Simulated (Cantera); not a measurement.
Input: 1 mol Ta, 1.2 mol CH4, 0.47 mol O2, held at 7.50 Torr.

Method: chemical equilibrium by Gibbs-energy minimisation in Cantera with the NASA 1993 tables (ideal gas, pure condensed phases). Candidate condensed phases: C, C6H6, C7H8, C8H18, H2O, Ta, TaC, Ta2O5; 113 gas species. Mutual solubility and eutectic melting of coexisting phases are not modelled. TaC: taken at fixed stoichiometry. Condensed phases not in the tables: Ta2C, N, O or C dissolved in the metal. The numbers say what is thermodynamically allowed, not how fast it happens.

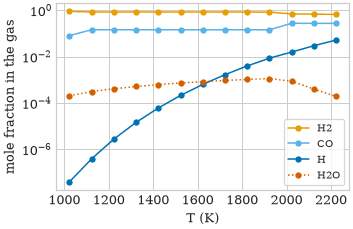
*Equilibrium gas composition (values under 1e-9 drawn at 1e-9)*

Problem. Read off the mole fractions at 1123 K.

Solution. H2 about 0.85, CO about 0.15, H2O about 0.00032, H about 3.9e-7.
